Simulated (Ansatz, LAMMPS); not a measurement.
# Cd in place of Zn at several sites of glassy 59SiO2-41ZnO (mol %) (140 atoms), part 2 of 2

At which site of glassy 59SiO2-41ZnO (mol %) (140 atoms) does Cd in place of Zn cost least, and what about the site decides it?

Ansatz 0.2.0; Kohn-Sham DFT, PBEsol, PAW (set soft_2), plane waves.

The cell: 32 Si, 22 Zn and 86 O. The quench rate of 50 K/ps far exceeds what a furnace or splat quench reaches. The starting topology of bonds comes from the classical model. Only the Γ point is sampled, in a cell whose shortest periodic width is 12 Å.

So far. Step 2 (Single point at the start): The r.m.s. force at the start is 0.90 eV/Å. Step 3 (Relaxation): The relaxation converged after 18 steps, 6.03 eV below its start, with a largest force component of 0.017 eV/Å.

## Step 5: Cd on a site of Zn, site Zn36

The site has 3 bonded neighbours (O3) at 1.97 Å on average, by cutoffs that count no bonds between two metal atoms or like ions. The change is made in the relaxed cell and the atoms are relaxed again, with spin allowed.

Input file input.yaml:

```yaml
crystal:
  lattice:
    - [12.24528, 0.0, 0.0]
    - [0.0, 12.24528, 0.0]
    - [0.0, 0.0, 12.24528]
  atoms:
    [... atom lines 1 to 32 left out ...]
    - { symbol: Zn, position: [0.8117, 0.02603, 0.68704] }
    - { symbol: Zn, position: [0.26556, 0.3949, 0.80907] }
    - { symbol: Zn, position: [0.58123, 0.50236, 0.10396] }
    - { symbol: Cd, position: [0.9061, 0.1291, 0.39206], spin: 0.6 }
    - { symbol: Zn, position: [0.79649, 0.44065, 0.09111] }
    - { symbol: Zn, position: [0.47717, 0.56536, 0.71948] }
    - { symbol: Zn, position: [0.40124, 0.21726, 0.06329] }
    [... atom lines 40 to 140 left out ...]
magnetization:
  spin_polarized: true
kpoints:
  mp_grid: { grid: [1, 1, 1] }
hamiltonian:
  xc: pbesol
scf:
  occupations: { method: fermi_dirac, width: 0.025 }
  lower_state_search: "off"
output:
  forces: true
  eigenvalues: true
relax:
  f_tol: 0.05
  max_steps: 90
```

On the command line:

```console
$ ansatz run input.yaml --threads 4 --pin off --max-ram 8192MiB --backend cpu --events-out ev --progress --plain --runs-dir out
```

Numbers of over 12 decimals in the logs are rounded to 6 here.

The program printed:

```text
[...]
Crystal: 140 atoms, lattice volume = 1836.142 Å³
Basis set: ecut = 420 eV, 35825 PW (Γ), exchange–correlation on 180×180×180 points (8 copies of the dense FFT grid, shifted against one another)
Bands: 600, of which v1, the nominal top of the filled ones, is band 458 counted from 1 (457 counted from 0)
Symmetry: 1 space group operations
[...]
k-points: 1
[...]
Starting moments: Σ|m| = 2.4 μB on 4 of 140 sites
[...]
SCF iter   1: F=—  HF=-145372.087167 eV  |F-HF|=—  |Δ(HF+E_count)|=         —  Δρ=5.69e-2 (↑5.39e-2 ↓5.69e-2)  dr2=1.91e2  dr2_m=1.06e0  M=0.000 μB ∫|m|=0.407 μB  β_m=0.30  ethr=3.10e-3  ⟨swp⟩=6.0  Hψ=5199  notcnv=0  defer=47
[...]
spin=Collinear: Resta preconditioning applied to the charge; magnetization (m = ρ↑ − ρ↓) channel mixes plain (no charge-response kernel on spin).
SCF iter   2: F=—  HF=-145326.639913 eV  |F-HF|=—  |Δ(HF+E_count)|=    4.54e1  Δρ=3.08e-2 (↑2.90e-2 ↓3.08e-2)  dr2=6.10e1  dr2_m=5.51e-1  M=0.000 μB ∫|m|=0.326 μB  β_m=0.30  ethr=3.10e-3  ⟨swp⟩=2.5  Hψ=2312  notcnv=0  defer=269
SCF iter   3: F=—  HF=-145309.449633 eV  |F-HF|=—  |Δ(HF+E_count)|=    1.72e1  Δρ=1.36e-2 (↑1.36e-2 ↓1.31e-2)  dr2=8.04e0  dr2_m=2.92e-1  M=0.000 μB ∫|m|=0.266 μB  β_m=0.30  ethr=3.10e-3  ⟨swp⟩=2.0  Hψ=2310  notcnv=0  defer=270
[...]
SCF iter   7: F=—  HF=-145307.234848 eV  |F-HF|=—  |Δ(HF+E_count)|=   5.44e-2  Δρ=1.43e-3 (↑1.28e-3 ↓1.43e-3)  dr2=1.63e-2  dr2_m=2.65e-2  M=0.000 μB ∫|m|=0.103 μB  β_m=0.30  ethr=1.76e-5  ⟨swp⟩=3.0  Hψ=1851  notcnv=0  defer=272
[...]
spin-set hold released at iteration 7 (site moments contracting): the magnetisation degrees of freedom join the quasi-Newton model from the next iteration; the mixer history was flushed
SCF iter   8: F=—  HF=-145307.248252 eV  |F-HF|=—  |Δ(HF+E_count)|=   1.34e-2  Δρ=1.04e-3 (↑9.72e-4 ↓1.04e-3)  dr2=9.25e-3  dr2_m=1.50e-2  M=0.000 μB ∫|m|=0.082 μB  β_m=0.65  ethr=1.77e-6  ⟨swp⟩=2.0  Hψ=1194  notcnv=0  defer=272
[...]
SCF iter  12: F=-145307.268434 eV  HF=-145307.268411 eV  |F-HF|=2.29e-5  |Δ(HF+E_count)|=   4.48e-5  Δρ=1.62e-5 (↑1.60e-5 ↓1.62e-5)  dr2=2.11e-5  dr2_m=2.49e-7  M=0.000 μB ∫|m|=0.000 μB  ethr=6.82e-9  ⟨swp⟩=14.0  Hψ=6669  notcnv=0
WARN: the starting moments were not kept: the SCF closed with an absolute magnetisation of 4.4e-4 μB, where they sum to 2.4 μB in size (4 sites). That is at most 0.1 of that sum. Measured as dr2_m measures the in/out step, that magnetisation stands 2.6e-8 eV from none, [...]
SCF 1 converged in 12 iterations: F = -145307.268434 eV  dr2 = 2.11e-5
[...]
relax step   1: F+E_penalty+E_count = -145307.26843393 eV  Δ(F+E_penalty+E_count) = +0.000e0 eV  max|allowed force component| = 3.134e0 eV/Å  Δτ_max = 0.0000 Å  (12 SCF iters, dr2 threshold 6.25e-5 eV, accepted)
[... from here on, the SCF cycles and remarks between the steps are left out ...]
relax step   2: F+E_penalty+E_count = -145307.97643480 eV  Δ(F+E_penalty+E_count) = -7.080e-1 eV  max|allowed force component| = 1.211e0 eV/Å  Δτ_max = 0.1124 Å  (6 SCF iters, dr2 threshold 1.00e-4 eV, accepted)
relax step   3: F+E_penalty+E_count = -145308.16109853 eV  Δ(F+E_penalty+E_count) = -1.847e-1 eV  max|allowed force component| = 3.282e-1 eV/Å  Δτ_max = 0.2000 Å  (6 SCF iters, dr2 threshold 9.16e-5 eV, accepted)
relax step   4: F+E_penalty+E_count = -145308.20849040 eV  Δ(F+E_penalty+E_count) = -4.739e-2 eV  max|allowed force component| = 1.199e-1 eV/Å  Δτ_max = 0.0406 Å  (7 SCF iters, dr2 threshold 7.91e-6 eV, accepted)
relax step   5: F+E_penalty+E_count = -145308.21649913 eV  Δ(F+E_penalty+E_count) = -8.009e-3 eV  max|allowed force component| = 6.955e-2 eV/Å  Δτ_max = 0.0134 Å  (8 SCF iters, accepted)
relax step   6: F+E_penalty+E_count = -145308.14588031 eV  Δ(F+E_penalty+E_count) = +7.062e-2 eV  max|allowed force component| = 3.065e-1 eV/Å  Δτ_max = 0.2000 Å  (11 SCF iters, rejected (line search))
relax step   7: F+E_penalty+E_count = -145308.22773551 eV  Δ(F+E_penalty+E_count) = -1.124e-2 eV  max|allowed force component| = 5.821e-2 eV/Å  Δτ_max = 0.0665 Å  (11 SCF iters, accepted)
relax step   8: F+E_penalty+E_count = -145308.22878880 eV  Δ(F+E_penalty+E_count) = -1.053e-3 eV  max|allowed force component| = 5.701e-2 eV/Å  Δτ_max = 0.0301 Å  (8 SCF iters, accepted)
relax step   9: F+E_penalty+E_count = -145308.22961665 eV  Δ(F+E_penalty+E_count) = -8.279e-4 eV  max|allowed force component| = 1.316e-1 eV/Å  Δτ_max = 0.0137 Å  (8 SCF iters, accepted)
relax step  10: F+E_penalty+E_count = -145308.22774467 eV  Δ(F+E_penalty+E_count) = +1.872e-3 eV  max|allowed force component| = 1.272e-1 eV/Å  Δτ_max = 0.0425 Å  (5 SCF iters, dr2 threshold 1.66e-5 eV, rejected (line search))
relax step  11: F+E_penalty+E_count = -145308.23185340 eV  Δ(F+E_penalty+E_count) = -2.237e-3 eV  max|allowed force component| = 3.269e-2 eV/Å  Δτ_max = 0.0207 Å  (8 SCF iters, accepted)
SCF converged after 8 iterations
Magnetization: 0.0000 μB (458.0000 up, 458.0000 down)
Absolute magnetization: 0.0000 μB (∫|ρ↑−ρ↓|, with the PAW one-centre terms)
[...]
Per-site moments (μB) at R_I (Å): [(-9.920279659197701e-10, 0.660730), (2.5299653918750913e-10, 0.664662), (5.795513551867417e-10, 0.672324), (1.6763158075990074e-10, 0.662388), (2.458482331089702e-10, [...]
Free energy (F): -145308.231853 eV
[...]
Internal energy: -145308.231853 eV  (E = F + TS)
E sigma→0 (E₀):  -145308.231853 eV
Fermi energy:    5.323520 eV
[...]
Σ components = -145308.231853   (vs F -145308.231853, Δ=0.00e0)
--- Forces (eV/Å), atoms counted from 1 ---
  atom   1  Si    -0.00905627     0.00919252     0.00312921
  atom   2  Si     0.00844902     0.00386041    -0.00040220
  atom   3  Si     0.00765993    -0.00486099    -0.00255496
  atom   4  Si    -0.00214857     0.00078966     0.00066282
[...]
atom 140  O     -0.00456815     0.00422328     0.00229305
  max |Σ_I F_I| component: 1.33e-4 eV/Å
--- Band table (eV) ---
[...]
--- Relaxed structure (11 steps of the walk, 9 accepted, 0 SCFs on fresh bases) ---
  F+E_penalty+E_count = -145308.23185340 eV   max|allowed force component| = 3.269e-2 eV/Å
  atoms:
    - { symbol: Si, position: [0.088793, 0.026530, 0.676842] }
    - { symbol: Si, position: [0.774697, 0.695311, 0.034562] }
    - { symbol: Si, position: [0.676957, 0.276658, 0.706635] }
    - { symbol: Si, position: [0.217705, 0.078239, 0.893498] }
[...]
- { symbol: O, position: [0.392559, 0.481959, 0.612437] }
```

Wall time 16 min (4 threads of Arm Neoverse V2, shared host); peak memory 5.1 GiB; 63 min of CPU time.

The program notes that starting moments were not kept.

The relaxation converged after 11 steps, 0.963 eV below its start, with a largest force component of 0.033 eV/Å.

A closer look about the Cd atom, after relaxation: 10 atoms, nearest first, numbered in the order of the input, with positions taken from that point.

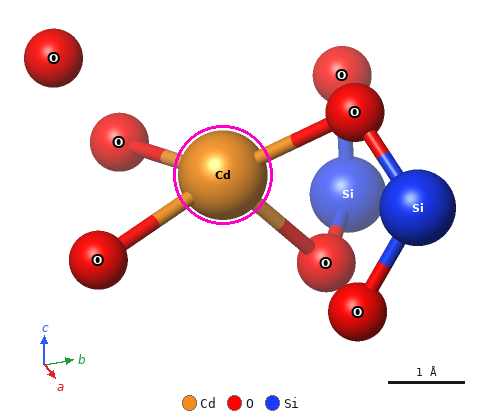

The atoms of the table, within 3.2 Å (arrows a, b, c point along x, y, z); some may hide others; the central atom is ringed.

```csv
atom,x,y,z,distance (Å),bonds
Cd36,0.00,0.00,0.00,0.00,4
O75,1.03,1.48,1.18,2.16,3
O93,0.66,-1.97,-0.66,2.18,3
O82,-0.26,1.57,-1.64,2.29,3
O67,-2.27,-0.65,-0.46,2.41,3
O129,-1.19,-1.99,1.46,2.74,3
O104,2.33,1.10,-1.11,2.80,3
Si21,2.33,1.92,0.31,3.04,4
O135,-1.97,2.36,0.23,3.08,2
Si31,-1.66,2.36,-1.38,3.20,4
```

The column of bonds counts only the pairs O-Si within 2.08 Å, O-Zn within 2.38 Å, O-Cd within 2.58 Å; other neighbours, such as metal atoms beside each other in a compound, aren't counted, and periodic images can show an atom twice.

The largest move is 0.33 Å, by Cd36.

## Step 6: Cd on a site of Zn, site Zn41

The site has 4 bonded neighbours (O4) at 2.00 Å on average. 

Input and log are left out; they have the form of those shown for this kind of step.

It took 16 min on 4 threads of Arm Neoverse V2, shared host; peak memory 5.2 GiB.

The relaxation converged after 11 steps, 0.990 eV below its start, with a largest force component of 0.042 eV/Å.

Local excerpt of 13 atoms (numbers count through the whole input) about the Cd atom, after relaxation; x, y, z are measured from there.

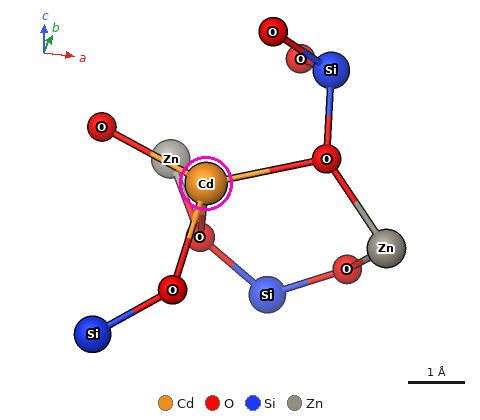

The atoms of the table, within 3.5 Å (arrows a, b, c point along x, y, z); some may hide others; the central atom is ringed.

| atom | x | y | z | distance (Å) | bonds |
| --- | --- | --- | --- | --- | --- |
| Cd41 | 0.00 | 0.00 | 0.00 | 0.00 | 4 |
| O133 | -1.98 | 0.22 | 0.75 | 2.13 | 3 |
| O121 | -0.17 | -1.77 | -1.25 | 2.17 | 3 |
| O57 | 2.06 | 0.57 | 0.50 | 2.20 | 3 |
| O120 | -0.38 | 1.28 | -1.84 | 2.28 | 3 |
| Si27 | 1.86 | 1.71 | 1.67 | 3.03 | 4 |
| O65 | 0.97 | 0.87 | 2.78 | 3.07 | 2 |
| Zn49 | -1.29 | 2.79 | -1.19 | 3.30 | 3 |
| O58 | 1.01 | 2.97 | 1.11 | 3.32 | 2 |
| Si5 | 0.85 | 1.42 | -2.91 | 3.35 | 4 |
| Zn35 | 3.27 | 0.27 | -0.99 | 3.42 | 4 |
| Si9 | -1.49 | -2.34 | -2.05 | 3.45 | 4 |
| O98 | 2.30 | 1.42 | -2.18 | 3.47 | 3 |

The column of bonds counts only the pairs O-Si within 2.08 Å, O-Zn within 2.48 Å, O-Cd within 2.68 Å; other neighbours, such as metal atoms beside each other in a compound, aren't counted, and periodic images can show an atom twice.

The largest move is 0.25 Å, by O57.

## Step 7: Cd on a site of Zn, site Zn33

The site has 4 bonded neighbours (O4) at 2.02 Å on average. 

Input and log are left out; they have the form of those shown for this kind of step.

The job ended after 30 min (4 threads of Arm Neoverse V2, shared host; peak memory 5.2 GiB).

The relaxation was stopped at its limit after 19 steps, 1.03 eV below its start, with a largest force component of 0.18 eV/Å.

A closer look about the Cd atom, after relaxation: 10 atoms, nearest first, numbered in the order of the input, with positions taken from that point.

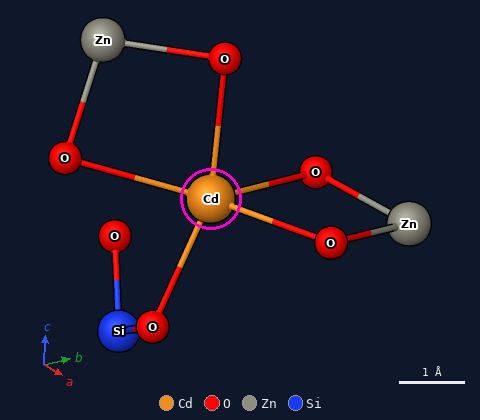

The atoms of the table, within 3.2 Å (arrows a, b, c point along x, y, z); some may hide others; the central atom is ringed.

```
atom      x      y      z  distance (Å)  bonds
Cd33   0.00   0.00   0.00          0.00      5
O129  -0.13  -0.84  -2.04          2.21      3
O117  -0.39   2.22  -0.10          2.25      3
O123   2.10   0.84  -0.09          2.26      3
 O61  -0.11   0.17   2.27          2.28      3
O112  -1.09  -2.02   0.62          2.38      3
Zn52  -1.27  -1.34   2.41          3.03      4
 O99  -2.61   0.09  -1.63          3.08      2
Zn48   1.53   2.69  -0.32          3.11      4
Si19  -1.57  -0.46  -2.72          3.18      4
```

The column of bonds counts only the pairs O-Si within 2.08 Å, O-Zn within 2.43 Å, O-Cd within 2.77 Å; other neighbours, such as metal atoms beside each other in a compound, aren't counted, and periodic images can show an atom twice.

The largest move is 0.41 Å, by Zn36.

## Step 8: Cd on a site of Zn, site Zn46

The site has 4 bonded neighbours (O4) at 1.99 Å on average. 

input.yaml, the sections that differ from step 5:

```yaml
crystal:
  lattice:
    - [12.24528, 0.0, 0.0]
    - [0.0, 12.24528, 0.0]
    - [0.0, 0.0, 12.24528]
  atoms:
    [... atom lines 1 to 42 left out ...]
    - { symbol: Zn, position: [0.4399, 0.99756, 0.54845] }
    - { symbol: Zn, position: [0.26127, 0.57759, 0.64354] }
    - { symbol: Zn, position: [0.18078, 0.14623, 0.21621] }
    - { symbol: Cd, position: [0.53497, 0.74932, 0.00442], spin: 0.6 }
    - { symbol: Zn, position: [0.82168, 0.57016, 0.33025] }
    - { symbol: Zn, position: [0.92721, 0.23018, 0.65989] }
    - { symbol: Zn, position: [0.21475, 0.70547, 0.08868] }
    [... atom lines 50 to 140 left out ...]
# magnetization, kpoints, hamiltonian, scf, output, relax: as in step 5
```

The program printed:

```text
[...]
Pseudopotentials: kind: paw
Pseudopotential: Si, paw, valence charge 4, recommended cutoff 420 eV (normal), Si.paw.azcp
Pseudopotential: Zn, paw, valence charge 12, recommended cutoff 420 eV (normal), Zn.paw.azcp
Pseudopotential: Cd, paw, valence charge 20, recommended cutoff 420 eV (normal), Cd.paw.azcp
Pseudopotential: O, paw, valence charge 6, recommended cutoff 420 eV (normal), O.paw.azcp
[... 3 lines on functional and potentials left out ...]
Crystal: 140 atoms, lattice volume = 1836.142 Å³
Basis set: ecut = 420 eV, 35825 PW (Γ), exchange–correlation on 180×180×180 points (8 copies of the dense FFT grid, shifted against one another)
Bands: 600, of which v1, the nominal top of the filled ones, is band 458 counted from 1 (457 counted from 0)
Symmetry: 1 space group operations
Space group: P1 (ITA 1), of the structure as read, at distance tolerance 1.2e-4 Å
Magnetic group: BNS 1.1 (UNI 1), of the structure as read, at distance tolerance 1.2e-4 Å
k-points: 1
[... 13 lines on functional and potentials left out ...]
Initial density: superposition of atomic densities (chi_scale 0.1, normalization cell, long waves 54 % of neutral atoms (reshape's long-wave potential 1.54 eV rms, cloud 2.10 Å wide))
Starting moments: Σ|m| = 3 μB on 5 of 140 sites
Initial wavefunctions: pseudopotential atomic-orbital guess
[...]
SCF iter   1: F=—  HF=-145370.035968 eV  |F-HF|=—  |Δ(HF+E_count)|=         —  Δρ=5.73e-2 (↑5.38e-2 ↓5.73e-2)  dr2=1.89e2  dr2_m=1.32e0  M=0.000 μB ∫|m|=0.502 μB  β_m=0.30  ethr=3.10e-3  ⟨swp⟩=7.0  Hψ=5232  notcnv=0  defer=54
preconditioner: auto → Resta (q_TF=auto, 2.430 Å⁻¹)  ε∞=3.6  [insulator: Δε(μ)=2.571 eV  Ē_g=16.350 eV  σ=0.025 eV  W_gap=1.00  n_scr=460 (ndim 8)  ℏωp=26.1 eV  f_vac=0.082  D(μ)=0.00/eV (n_scr^D=0)  ε∞_Penn≈3.6]
spin=Collinear: Resta preconditioning applied to the charge; magnetization (m = ρ↑ − ρ↓) channel mixes plain (no charge-response kernel on spin).
SCF iter   2: F=—  HF=-145325.095447 eV  |F-HF|=—  |Δ(HF+E_count)|=    4.49e1  Δρ=3.11e-2 (↑2.90e-2 ↓3.11e-2)  dr2=5.95e1  dr2_m=6.90e-1  M=0.000 μB ∫|m|=0.401 μB  β_m=0.30  ethr=3.10e-3  ⟨swp⟩=2.5  Hψ=2311  notcnv=0  defer=270
SCF iter   3: F=—  HF=-145308.448522 eV  |F-HF|=—  |Δ(HF+E_count)|=    1.66e1  Δρ=1.38e-2 (↑1.38e-2 ↓1.32e-2)  dr2=7.70e0  dr2_m=3.67e-1  M=0.000 μB ∫|m|=0.327 μB  β_m=0.30  ethr=3.10e-3  ⟨swp⟩=2.0  Hψ=2308  notcnv=0  defer=272
[...]
SCF iter   7: F=—  HF=-145306.428425 eV  |F-HF|=—  |Δ(HF+E_count)|=   5.97e-2  Δρ=1.57e-3 (↑1.42e-3 ↓1.57e-3)  dr2=1.63e-2  dr2_m=3.31e-2  M=0.000 μB ∫|m|=0.125 μB  β_m=0.30  ethr=1.71e-5  ⟨swp⟩=3.0  Hψ=1852  notcnv=0  defer=272
Mixer restart at iter 7: flushing history
[...]
WARN: the starting moments were not kept: the SCF closed with an absolute magnetisation of 5.3e-4 μB, where they sum to 3 μB in size (5 sites). That is at most 0.1 of that sum. Measured as dr2_m measures the in/out step, that magnetisation stands 3.2e-8 eV from none, [...]
SCF 1 converged in 12 iterations: F = -145306.464030 eV  dr2 = 2.17e-5
[...]
relax step   1: F+E_penalty+E_count = -145306.46402954 eV  Δ(F+E_penalty+E_count) = +0.000e0 eV  max|allowed force component| = 3.602e0 eV/Å  Δτ_max = 0.0000 Å  (12 SCF iters, dr2 threshold 6.25e-5 eV, accepted)
[...]
relax step   2: F+E_penalty+E_count = -145307.35271126 eV  Δ(F+E_penalty+E_count) = -8.887e-1 eV  max|allowed force component| = 1.345e0 eV/Å  Δτ_max = 0.1252 Å  (6 SCF iters, dr2 threshold 1.00e-4 eV, accepted)
[...]
relax step   5: F+E_penalty+E_count = -145307.61210029 eV  Δ(F+E_penalty+E_count) = -1.295e-1 eV  max|allowed force component| = 1.160e-1 eV/Å  Δτ_max = 0.0971 Å  (11 SCF iters, accepted)
[...]
relax step   8: F+E_penalty+E_count = -145307.63550756 eV  Δ(F+E_penalty+E_count) = -1.404e-2 eV  max|allowed force component| = 5.166e-2 eV/Å  Δτ_max = 0.0583 Å  (11 SCF iters, accepted)
[...]
spin=Collinear: Resta preconditioning applied to the charge; magnetization (m = ρ↑ − ρ↓) channel mixes plain (no charge-response kernel on spin).
[...]
Step cancelled. What follows is not a result of the run: it is the report of the last solve that finished, which converged after 11 SCF iterations.
Magnetization: 0.0000 μB (458.0000 up, 458.0000 down)
Absolute magnetization: 0.0000 μB (∫|ρ↑−ρ↓|, with the PAW one-centre terms)
Spin contamination: 0.0000 ħ² per cell (⟨S²⟩ above its minimum at these occupations)
Per-site moments (μB) at R_I (Å): [(-3.561901731324444e-10, 0.658511), (7.354095484597782e-9, 0.665954), (6.399883207453397e-11, 0.671306), (8.641574913778609e-11, 0.663502), (3.726172544008542e-9, 0.661333), [...]
Free energy (F): -145307.635508 eV
Harris-Foulkes:  -145307.635508 eV  (|F-HF|=2.45e-8)
Internal energy: -145307.635508 eV  (E = F + TS)
E sigma→0 (E₀):  -145307.635508 eV
Fermi energy:    5.320145 eV
--- Per-component energies (eV) ---
[...]
Σ components = -145307.635508   (vs F -145307.635508, Δ=0.00e0)
--- Forces (eV/Å), atoms counted from 1 ---
  atom   1  Si     0.02535992    -0.00040612    -0.02901238
  atom   2  Si     0.00456226    -0.00316142     0.00178621
  atom   3  Si    -0.00426656    -0.00012738    -0.00584902
  atom   4  Si    -0.02351613     0.02050861     0.01901484
[...]
atom 140  O      0.00500526    -0.00561618     0.00193807
  max |Σ_I F_I| component: 3.41e-5 eV/Å
--- Band table (eV) ---
  k-point 0 ↑: bands = ["-96.3768", "-57.5756", "-57.4927", "-57.4595", [... 584 levels ...], "14.2181", "14.2521", "14.2726", "14.3095", "14.3529", "14.3927", "14.4210", "14.4553", "14.4648", "14.5013", "14.5249", "14.5515"]
  k-point 0 ↓: bands = ["-96.3768", "-57.5756", "-57.4927", "-57.4595", [... 584 levels ...], "14.2181", "14.2521", "14.2726", "14.3095", "14.3529", "14.3927", "14.4210", "14.4553", "14.4648", "14.5013", "14.5249", "14.5515"]
End of that report.
Error: SIGTERM received: cancelled by the caller after 7 completed SCF iterations
```

Run time: 15 min. Hardware: 4 threads; peak memory 5.1 GiB.

The relaxation was stopped at its limit after 8 steps, 1.17 eV below its start, with a largest force component of 0.052 eV/Å.

## Step 9: The sites compared

All these cells hold the same atoms, so their energies can be compared with no chemical potential.

```csv
site,neighbours,mean distance (Å),atoms within 6 Å,energy over the best site (eV),before relaxation (eV),gain on relaxing (eV)
Zn33 *,O4,2.02,71,0.00,0.00,1.03
Zn36,O3,1.97,71,0.07,0.00,0.96
Zn41,O4,2.00,62,0.34,0.30,0.99
Zn46 *,O4,1.99,62,0.66,0.81,1.17
```

* The relaxation didn't finish, so this cell's energy would fall further, and differences against it can move either way. Neighbours are those of the relaxed host within 2.43 Å (O-Zn); other pairs aren't counted.

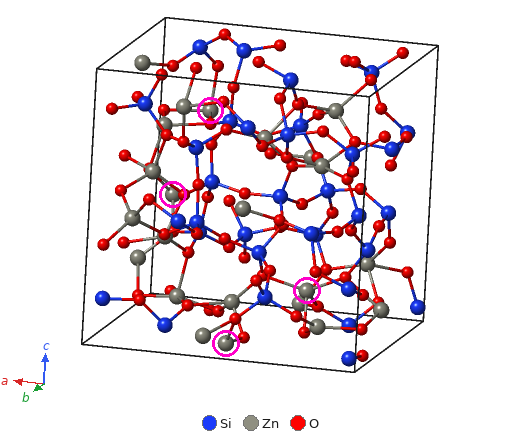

The relaxed cell with the tried sites ringed. Bonds to atoms that aren't drawn are left out. Some periodic images of atoms are drawn too.

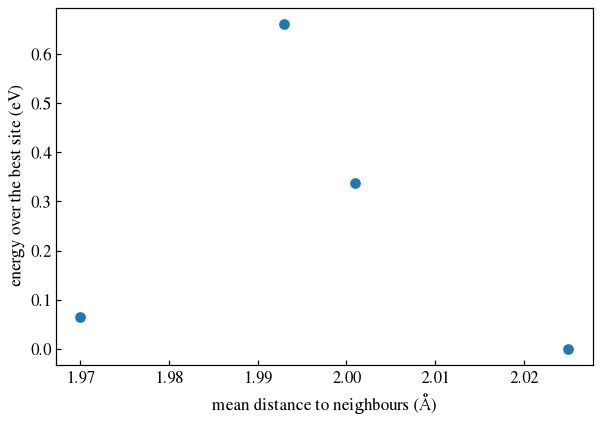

Site energy against the site's surroundings.

## Step 10: What came out

The cheapest site is Zn33 (4 neighbours, O4, relaxation unfinished); the dearest, Zn46 (4 neighbours, O4, relaxation unfinished), costs 0.66 eV more. By coordination the energies over the best site are 0.07 eV with 3 neighbours and 0.00 to 0.66 eV with 4 neighbours. Relaxation gains 0.96 to 1.2 eV and leaves the best site the same.

**Limits.** Defects are neutral and interact with their images. The reference ran with fermi-dirac smearing of 0.025 eV, but 4 of the 4 defect cells with fermi-dirac smearing of 0.025 eV, spin polarised. In a disordered cell the relaxation can also rearrange atoms far from the site. In the spin-polarised runs the search for a state of lower energy was switched off. Only 4 of the 22 Zn sites were tried; unless symmetry makes the others alike to these, a cheaper one may exist.

The DFT runs together took 86 min of wall time.

[Logs are printed without paths, hosts, clocks, repeated set-up lines and the standing remarks that a program may print on its own settings, such as how far it seeks lower states.]

[Hosts, paths, dates, database ids (printed as entryN), source tags and the programs' standing remarks are cut or masked in the printed files.]
